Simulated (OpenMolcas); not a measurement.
# doublet BSiH4O2F+: levels of theory compared

Wanted: a comparison of 6 runs (UHF/STO-3G, UHF/3-21G, UB3LYP/6-31G*, UM06-2X/6-31G*, UPBE0/6-31G*) of doublet BSiH4O2F+. 

The results are computed with OpenMolcas 26.06.

1 further run of the same task is left out (set aside as unsound or not needed).

## Step 1: The molecule

BSiH4O2F+ has 9 atoms, charge +1, and is taken as a doublet. SMILES of the parent species: `OB(F)O[SiH3]`. Geometry: relaxed at PBE0-D4/def2-TZVP. This is one conformer, not always the lowest. That shape belongs to the parent species and isn't relaxed for this state.

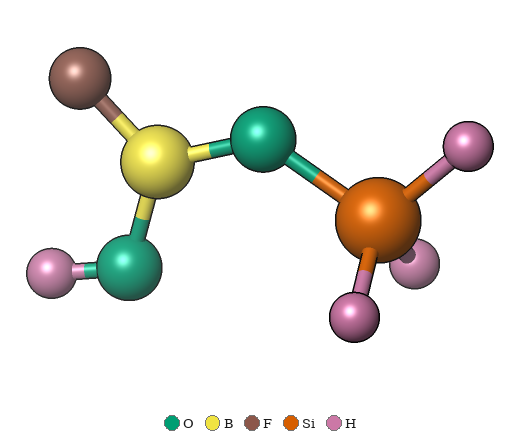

Viewed from a chosen angle; oxygen teal, boron yellow, fluorine brown, silicon orange, hydrogen pink.

## Step 2: The energy at UHF/STO-3G (run 1)

File mol.inp:

```
>>> EXPORT MOLCAS_PRINT=2
&gateway
baslib=$CurrDir
basisset
O.STO-3G....
O1 -1.614100 0.556700 0.394000 angstrom
O4 0.708900 0.466900 0.006200 angstrom
End of Basis
basisset
B.STO-3G....
B2 -0.395400 1.157100 0.352700 angstrom
End of Basis
basisset
F.STO-3G....
F3 -0.277300 2.450800 0.657900 angstrom
End of Basis
basisset
Si.STO-3G....
Si5 0.934200 -1.114900 -0.425000 angstrom
End of Basis
basisset
H.STO-3G....
H6 -2.322500 1.149900 0.654100 angstrom
H7 2.381900 -1.273900 -0.690900 angstrom
H8 0.154500 -1.427600 -1.647800 angstrom
H9 0.518200 -2.011000 0.681800 angstrom
End of Basis
&seward
&scf
uhf
charge=1
spin=2
thresholds=1e-10 1e-07 1e-07 1e-05
prorbitals=1 2
```

The basis set STO-3G is read from a file made from the Basis Set Exchange's data (not shown).

Launch:

```sh
export MOLCAS_MEM=1860
pymolcas mol.inp > mol.log
```

Output:

```text
--- Start Module: gateway ---
[...]
--- Stop Module: gateway /rc=_RC_ALL_IS_WELL_ ---
--- Start Module: seward ---
[...]
      Basis functions           33
--- Stop Module: seward /rc=_RC_ALL_IS_WELL_ ---
[...]
--- Start Module: scf ---
[...]
       Convergence after  43 Iterations
[...]
::    Total SCF energy                               -557.9562605277
[...]
      Total spin, S                                     0.5089552270
[...]
      Total electronic charge=   47.000000
      Total            charge=    1.000000
[...]
      Dipole Moment (debye):
      Origin of the operator (angstrom)=    0.0295    0.4350    0.1051
                   X=  1.0057E-01               Y= -1.8265E+00               Z= -4.7279E-01           Total=  1.8894E+00
      Center of Charge (angstrom)
[...]
--- Stop Module: scf /rc=_RC_ALL_IS_WELL_ ---
[...]
```

It took 4.8 s on 1 thread of AMD EPYC 7R43 (Zen 3), shared host; peak memory 0.37 GiB.

## Step 3: The energy at UHF/3-21G (run 2)

File mol.inp:

```
* BFH4O2Si Hartree-Fock
&GATEWAY
BasLib=$CurrDir
Coord
9
angstrom
O       -1.614100       0.556700       0.394000
B       -0.395400       1.157100       0.352700
F       -0.277300       2.450800       0.657900
O        0.708900       0.466900       0.006200
Si       0.934200      -1.114900      -0.425000
H       -2.322500       1.149900       0.654100
H        2.381900      -1.273900      -0.690900
H        0.154500      -1.427600      -1.647800
H        0.518200      -2.011000       0.681800
Basis=3-21G
Group=NoSym
&SEWARD
&SCF
UHF
Charge=1
Spin=2
Thresholds=1e-10 1e-07 1e-07 1e-05
PrOrbitals=1 1
```

The basis set 3-21G is read from a file made from the Basis Set Exchange's data (not shown).

Launch:

```sh
export MOLCAS_MEM=1860
pymolcas mol.inp > mol.log
```

Output:

```text
--- Start Module: gateway ---
[...]
--- Stop Module: gateway /rc=_RC_ALL_IS_WELL_ ---
--- Start Module: seward ---
[...]
      Basis functions           57
--- Stop Module: seward /rc=_RC_ALL_IS_WELL_ ---
[...]
--- Start Module: scf ---
[...]
       Convergence after  89 Iterations
[...]
::    Total SCF energy                               -561.8846043555
[...]
      Total spin, S                                     0.5095076636
[...]
      Total electronic charge=   47.000000
      Total            charge=    1.000000
[...]
      Dipole Moment (debye):
      Origin of the operator (angstrom)=    0.0295    0.4350    0.1051
                   X= -6.1112E-02               Y= -2.8019E+00               Z= -6.9306E-01           Total=  2.8870E+00
      Center of Charge (angstrom)
[...]
--- Stop Module: scf /rc=_RC_ALL_IS_WELL_ ---
[...]
```

Wall time 14 s (1 thread of AMD EPYC 7R43 (Zen 3), shared host); peak memory 0.39 GiB.

## Step 4: The energy at UB3LYP/6-31G(d) (spherical functions) (run 3)

File test.inp:

```
&GATEWAY
 BasLib=$CurrDir
 Coord
 9
 angstrom
 O       -1.614100       0.556700       0.394000
 B       -0.395400       1.157100       0.352700
 F       -0.277300       2.450800       0.657900
 O        0.708900       0.466900       0.006200
 Si       0.934200      -1.114900      -0.425000
 H       -2.322500       1.149900       0.654100
 H        2.381900      -1.273900      -0.690900
 H        0.154500      -1.427600      -1.647800
 H        0.518200      -2.011000       0.681800
 Basis=6-31Gs
 Group=NoSym

&SEWARD
 GridInput
 Grid=UltraFine
 End of Grid

&SCF
 UHF
 Charge=1
 Spin=2
 KSDFT=B3LYP
 Thresholds=1e-10 1e-07 1e-07 1e-05
 PrOrbitals=1 1
```

The basis set 6-31G* is read from a file made from the Basis Set Exchange's data (not shown).

Launch:

```sh
export MOLCAS_MEM=1860
pymolcas test.inp > test.log
```

Output:

```text
--- Start Module: gateway ---
[...]
--- Stop Module: gateway /rc=_RC_ALL_IS_WELL_ ---
--- Start Module: seward ---
[...]
      Basis functions           82
--- Stop Module: seward /rc=_RC_ALL_IS_WELL_ ---
[...]
--- Start Module: scf ---
[...]
       Convergence after  31 Iterations
[...]
::    Total KS-DFT energy                            -566.8174935844
[...]
      Total spin, S                                     0.5047944971
[...]
      Total electronic charge=   47.000000
      Total            charge=    1.000000
[...]
      Dipole Moment (debye):
      Origin of the operator (angstrom)=    0.0295    0.4350    0.1051
                   X= -7.7282E-01               Y= -4.1962E+00               Z= -9.3127E-01           Total=  4.3672E+00
      Center of Charge (angstrom)
[...]
--- Stop Module: scf /rc=_RC_ALL_IS_WELL_ ---
[...]
```

Run time: 94 s. Hardware: 1 thread of AMD EPYC 7R43 (Zen 3), shared host; peak memory 0.45 GiB.

Runs 4 to 5 aren't shown in full; the table further down has their settings and results.

## Step 5: A single-point energy at UB3LYP/6-31G(d) (Cartesian functions) (run 6)

File test.input:

```
>>> EXPORT MOLCAS_PRINT=2

&gateway
 baslib
 $CurrDir
 coord
 9
 bohr
 O     -3.05020694     1.05201053     0.74455209
 B     -0.74719771     2.18660210     0.66650640
 F     -0.52402105     4.63134079     1.24325082
 O      1.33962685     0.88231313     0.01171630
 Si     1.76538215    -2.10685566    -0.80313360
 H     -4.38888892     2.17299607     1.23606986
 H      4.50113866    -2.40732211    -1.30561178
 H      0.29196269    -2.69777302    -3.11389071
 H      0.97925608    -3.80023924     1.28841527
 basis
 6-31Gs
 group
 NoSym

&seward
 gridinput
 Grid=UltraFine
 End of Grid

&scf
 uhf
 charge
 1
 spin
 2
 ksdft
 B3LYP
 thresholds
 1e-10 1e-07 1e-07 1e-05
 prorbitals
 1 1
```

The basis set 6-31G* is read from a file made from the Basis Set Exchange's data (not shown).

Launch:

```sh
export MOLCAS_MEM=1860
pymolcas test.input > test.log
```

Output:

```text
--- Start Module: gateway ---
[...]
--- Stop Module: gateway /rc=_RC_ALL_IS_WELL_ ---
--- Start Module: seward ---
[...]
      Basis functions           87
--- Stop Module: seward /rc=_RC_ALL_IS_WELL_ ---
[...]
--- Start Module: scf ---
[...]
       Convergence after  30 Iterations
[...]
::    Total KS-DFT energy                            -566.8229896180
[...]
      Total spin, S                                     0.5047943847
[...]
      Total electronic charge=   47.000000
      Total            charge=    1.000000
[...]
      Dipole Moment (debye):
      Origin of the operator (angstrom)=    0.0295    0.4350    0.1051
                   X= -7.6615E-01               Y= -4.2026E+00               Z= -9.3394E-01           Total=  4.3728E+00
      Center of Charge (angstrom)
[...]
--- Stop Module: scf /rc=_RC_ALL_IS_WELL_ ---
[...]
```

It took 99 s on 1 thread of AMD EPYC 7R43 (Zen 3), shared host; peak memory 0.48 GiB.

## Step 6: The series

```tsv
run	level	integration grid	Cartesian functions	energy (Eh)	HOMO energy (eV)	LUMO energy (eV)	⟨S²⟩	wall time
1	UHF/STO-3G	–	no	-557.956261	-16.78	-5.06	0.768	4.8 s
2	UHF/3-21G	–	no	-561.884604	-18.73	-9.15	0.769	14 s
3	UB3LYP/6-31G* (spherical functions)	UltraFine	no	-566.817494	-15.15	-13.70	0.760	94 s
4	UM06-2X/6-31G* (spherical functions)	UltraFine	no	-566.655368	-16.75	-13.02	0.764	2.2 min
5	UPBE0/6-31G* (spherical functions)	UltraFine	no	-566.376367	-15.41	-13.56	0.761	65 s
6	UB3LYP/6-31G* (Cartesian functions)	UltraFine	yes	-566.822990	-15.16	-13.71	0.760	99 s
```

## Step 7: Results

| quantity | value |
| --- | --- |
| run 6: total energy | -566.82299 Eh |
| run 6: HOMO energy (highest over α and β) | -15.16 eV |
| run 6: LUMO energy (lowest over α and β) | -13.71 eV |
| run 6: ⟨S²⟩ | 0.760 |

What this shows: Totals of different functionals can't be ranked against each other. In run 1 the basis is minimal, so the values are rough. All runs together took 6.9 min, the longest 2.2 min.
